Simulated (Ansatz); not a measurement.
# H7OPSi2: rotation by 180° about the O1–P2 bond, part 2 of 2

Aim: the minimum-energy path and barrier of the rotation by 180° about the O1–P2 bond. The ends are relaxed first, then joined by a nudged elastic band. SMILES of the start: OP([SiH3])[SiH3].

Ansatz 0.2.0; RKS r2SCANh/STO-3G.

### 5 The band, image by image

Images 0 and 8 are the ends. Energies count from image 0; the path length is the program's own measure over all atoms.

| image | path (Å) | energy (eV) | dihedral H5–O1–P2–Si3 (°) | band force (eV/Å) |
| --- | --- | --- | --- | --- |
| 0 | 0.000 | 0.0000 | 138 | - |
| 1 | 0.339 | 0.0051 | 159 | 0.004 |
| 2 | 0.678 | 0.0302 | 179 | 0.011 |
| 3 | 1.017 | 0.0926 | -158 | 0.015 |
| 4 | 1.356 | 0.1885 | -131 | 0.017 |
| 5* | 1.694 | 0.2394 | -103 | 0.027 |
| 6 | 1.972 | 0.2139 | -81 | 0.016 |
| 7 | 2.250 | 0.1774 | -62 | 0.005 |
| 8 | 2.528 | 0.1648 | -49 | - |

The star marks the climbing image.

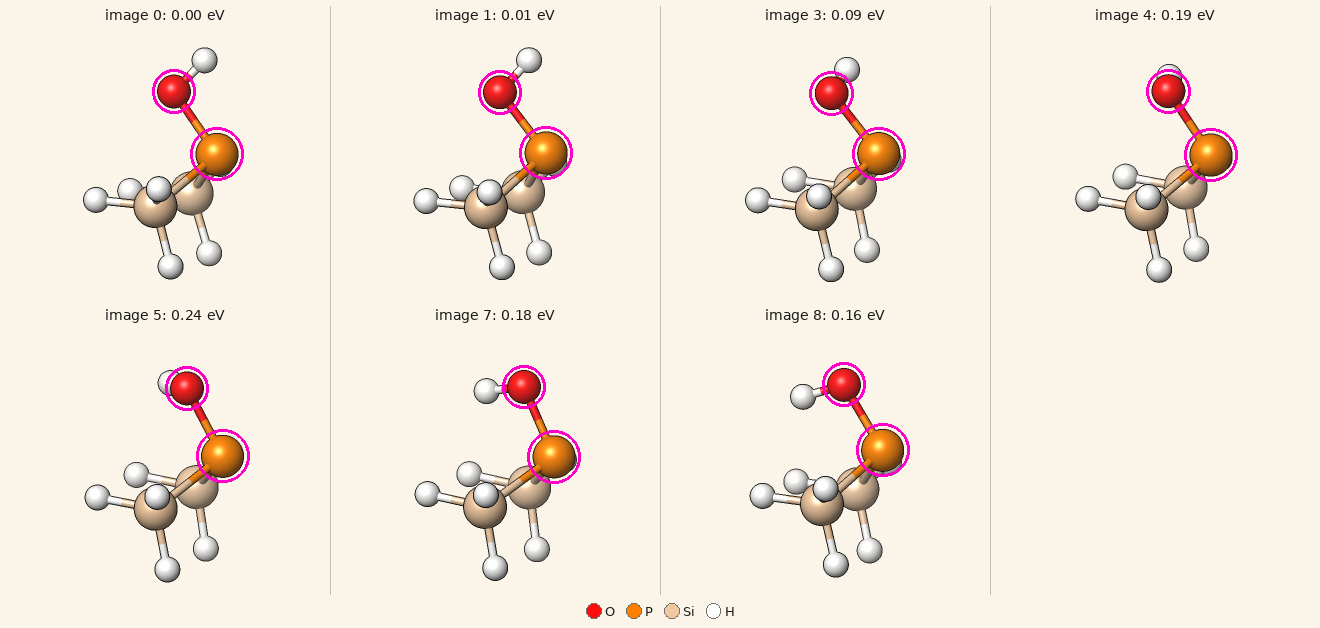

The images of the last band, seen from a free direction. Ringed: O1, P2. Sticks join atoms closer than a bonding distance in each image.

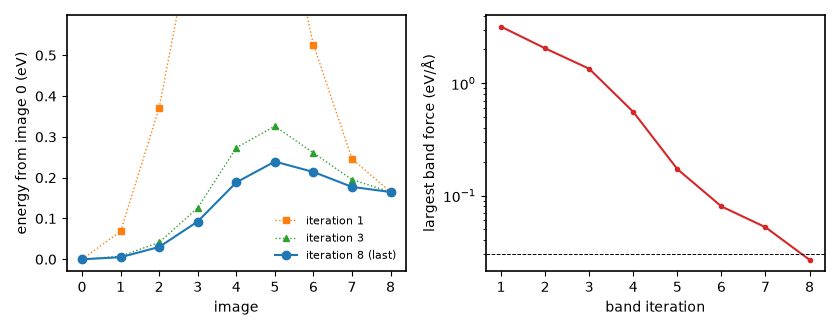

Left: energy of each image for early iterations and the last one (lines only join the points; early values far above the last band run off the scale). Right: the largest band force by iteration, with the threshold dashed.

How the highest energy settled:

| iteration | highest image above image 0 (eV) | largest band force (eV/Å) |
| --- | --- | --- |
| 1 | 1.1438 | 3.185 |
| 2 | 0.6143 | 2.044 |
| 3 | 0.3262 | 1.344 |
| 4 | 0.2517 | 0.556 |
| 5 | 0.2380 | 0.172 |
| 6 | 0.2405 | 0.080 |
| 7 | 0.2398 | 0.052 |
| 8 | 0.2394 | 0.027 |

Positions of all images (Å):

```xyz
11
image=0 dE=0.0000
O    -0.567    1.938   -0.199
P     0.780    0.803   -0.322
Si    0.472   -0.175    1.658
Si   -0.269   -0.771   -1.509
H    -0.134    2.784   -0.571
H     1.007    0.650    2.713
H     1.172   -1.437    1.678
H    -0.920   -0.428    1.952
H    -1.599   -1.063   -1.026
H    -0.377   -0.366   -2.889
H     0.500   -1.992   -1.463
11
image=1 dE=0.0051
O    -0.603    1.932   -0.077
P     0.773    0.845   -0.280
Si    0.498   -0.191    1.670
Si   -0.238   -0.731   -1.508
H    -0.352    2.679   -0.727
H     1.058    0.595    2.742
H     1.190   -1.457    1.636
H    -0.891   -0.444    1.976
H    -1.592   -1.000   -1.082
H    -0.286   -0.322   -2.891
H     0.509   -1.964   -1.438
11
image=2 dE=0.0302
O    -0.586    1.932    0.001
P     0.804    0.868   -0.247
Si    0.522   -0.208    1.681
Si   -0.215   -0.681   -1.505
H    -0.541    2.505   -0.843
H     1.088    0.548    2.771
H     1.196   -1.482    1.623
H    -0.873   -0.445    1.971
H    -1.590   -0.891   -1.114
H    -0.217   -0.257   -2.885
H     0.476   -1.946   -1.432
11
image=3 dE=0.0926
O    -0.492    1.974    0.048
P     0.865    0.871   -0.233
Si    0.534   -0.222    1.682
Si   -0.203   -0.634   -1.502
H    -0.699    2.286   -0.903
H     1.091    0.515    2.790
H     1.177   -1.513    1.632
H    -0.873   -0.427    1.938
H    -1.586   -0.790   -1.114
H    -0.188   -0.193   -2.876
H     0.440   -1.924   -1.441
11
image=4 dE=0.1885
O    -0.338    2.073    0.034
P     0.927    0.856   -0.236
Si    0.525   -0.229    1.676
Si   -0.195   -0.601   -1.505
H    -0.837    2.074   -0.857
H     1.075    0.496    2.794
H     1.136   -1.537    1.645
H    -0.890   -0.402    1.909
H    -1.582   -0.719   -1.117
H    -0.170   -0.160   -2.879
H     0.413   -1.909   -1.443
11
image=5 dE=0.2394
O    -0.187    2.170   -0.073
P     0.972    0.837   -0.241
Si    0.500   -0.227    1.672
Si   -0.177   -0.586   -1.518
H    -0.949    1.913   -0.703
H     1.049    0.489    2.797
H     1.091   -1.544    1.651
H    -0.920   -0.382    1.896
H    -1.566   -0.670   -1.124
H    -0.147   -0.151   -2.893
H     0.401   -1.906   -1.445
11
image=6 dE=0.2139
O    -0.111    2.204   -0.184
P     0.993    0.828   -0.249
Si    0.476   -0.214    1.667
Si   -0.155   -0.585   -1.536
H    -1.008    1.828   -0.502
H     1.020    0.497    2.798
H     1.057   -1.536    1.653
H    -0.947   -0.360    1.878
H    -1.545   -0.647   -1.140
H    -0.118   -0.159   -2.914
H     0.403   -1.912   -1.450
11
image=7 dE=0.1774
O    -0.105    2.198   -0.249
P     1.002    0.830   -0.265
Si    0.465   -0.198    1.651
Si   -0.133   -0.589   -1.562
H    -1.039    1.776   -0.257
H     0.999    0.514    2.786
H     1.029   -1.526    1.651
H    -0.964   -0.323    1.842
H    -1.525   -0.649   -1.173
H    -0.085   -0.172   -2.941
H     0.422   -1.918   -1.463
11
image=8 dE=0.1648
O    -0.386    2.147   -0.280
P     0.878    0.927   -0.374
Si    0.598   -0.093    1.596
Si   -0.172   -0.648   -1.565
H    -1.220    1.630    0.014
H     1.155    0.697    2.666
H     1.253   -1.379    1.593
H    -0.803   -0.304    1.889
H    -1.537   -0.827   -1.119
H    -0.211   -0.293   -2.962
H     0.512   -1.913   -1.437
```

### 6 Frequencies at the highest image

The geometry is the highest inner image of the first converged band.

The input, input.yaml:

```yaml
crystal:
  periodic: [false, false, false]
  atoms:
    - { symbol: O, position_ang: [-0.186929, 2.170236, -0.07283] }
    - { symbol: P, position_ang: [0.971503, 0.837043, -0.24146] }
    - { symbol: Si, position_ang: [0.499761, -0.226822, 1.672364] }
    - { symbol: Si, position_ang: [-0.177056, -0.585736, -1.517529] }
    - { symbol: H, position_ang: [-0.949496, 1.912507, -0.702656] }
    - { symbol: H, position_ang: [1.049186, 0.489391, 2.797162] }
    - { symbol: H, position_ang: [1.091285, -1.54388, 1.651359] }
    - { symbol: H, position_ang: [-0.91991, -0.382059, 1.895765] }
    - { symbol: H, position_ang: [-1.566431, -0.670477, -1.123747] }
    - { symbol: H, position_ang: [-0.147115, -0.151422, -2.893285] }
    - { symbol: H, position_ang: [0.400801, -1.905879, -1.444543] }
basis:
  gaussian: { orbitals: STO-3G }
hamiltonian:
  xc: r2scanh
phonons: {}
```

Run with:

```sh
$ ansatz run input.yaml --threads 1 --pin off --max-ram 2048MiB --backend cpu --events-out ev --progress --plain --runs-dir out
```

The log of the run, shortened:

```text
Warning: RAYON_NUM_THREADS=1 ignored (pool sized by the plan → 1); use --threads N
[...]
Functional definition: r2SCANh
[...]
513 factors; integrals over basis functions are off by at most 1.2e-5 eV
[...]
mean field -26886.12718631 eV, -988.0469500255 hartree, gradient 2.4e-5 eV, S^2 0.000000; 0 other end points of the search recorded, 0 dependent functions left out
[...]
reference -26886.12719266 eV, -988.0469502589 hartree; 29, 29 occupied and 10, 10 virtual orbitals, 513 factors
[...]
513 factors; integrals over basis functions are off by at most 1.2e-5 eV
[...]
mean field -26886.12699416 eV, -988.0469429641 hartree, gradient 2.8e-6 eV, S^2 0.000000; 0 other end points of the search recorded, 0 dependent functions left out
[...]
reference -26886.12700051 eV, -988.0469431975 hartree; 29, 29 occupied and 10, 10 virtual orbitals, 513 factors
[...]
513 factors; integrals over basis functions are off by at most 1.2e-5 eV
[...]
WARN: phonons: modes at or below zero, which the zero-point energy, F, S and C_V leave out: 1, the lowest at -358.93 cm⁻¹. A minimum has none, and a first-order saddle one
[...]
Atom 2 at     0.499761    -0.226822     1.672364 Å, force     0.001687    -0.001711     0.002750 eV/Å
Atom 3 at    -0.177056    -0.585736    -1.517529 Å, force    -0.001356    -0.004816    -0.009910 eV/Å
Atom 4 at    -0.949496     1.912507    -0.702656 Å, force     0.027513    -0.003749     0.014225 eV/Å
Atom 5 at     1.049186     0.489391     2.797162 Å, force    -0.000917     0.003249    -0.000937 eV/Å
Atom 6 at     1.091285    -1.543880     1.651359 Å, force     0.002486     0.002217     0.000216 eV/Å
Atom 7 at    -0.919910    -0.382059     1.895765 Å, force    -0.000306    -0.001334     0.004383 eV/Å
Atom 8 at    -1.566431    -0.670477    -1.123747 Å, force    -0.002372     0.002765    -0.000654 eV/Å
Atom 9 at    -0.147115    -0.151422    -2.893285 Å, force     0.004033     0.000274    -0.002177 eV/Å
Atom 10 at     0.400801    -1.905879    -1.444543 Å, force    -0.001772    -0.000168     0.001248 eV/Å
Dipole moment:    -0.132817    -0.208345    -0.163607 e Å
Vibrations: -358.93 76.52 122.11 158.90 207.42 240.09 506.07 538.50 616.36 639.38 646.46 695.31 797.24 1030.94 1075.52 1121.96 1135.00 1144.24 1146.41 1344.70 2654.92 2657.74 2710.14 2712.71 2725.10 2725.79 3753.49 cm⁻¹, zero-point energy 2.057086 eV
```

It took 2.7 min on 1 thread of AMD EPYC 7R43 (Zen 3), shared host; peak memory 0.15 GiB.

Of 27 modes, 1 is imaginary by more than 30 cm⁻¹ (359i cm⁻¹).

### 7 Outcome

This closing draws on all 2 parts.

| quantity | value |
| --- | --- |
| end A | 8 moves, 1.240 eV lower |
| end B | 6 moves, 1.208 eV lower |
| barrier forwards | 0.239 eV |
| barrier backwards | 0.075 eV |
| second end relative to first | +0.165 eV |
| highest image | 5 of 0 to 8, climbing |
| band iterations | 8 |
| imaginary modes at the top | 359i cm⁻¹ |

The barrier from the first end is 0.24 eV, 9 times kT at 300 K, which at an assumed attempt frequency of 10^13 s⁻¹ means a rate near 10^9 s⁻¹. The second end lies 0.16 eV above the first, so the way back costs 0.075 eV. The listed dihedral goes from 138° at end A through -103° at the highest image to -49° at end B. One imaginary mode, as a first-order saddle point has. These are electronic energies, with no zero-point or thermal terms. The basis is very small, so the numbers are rough.
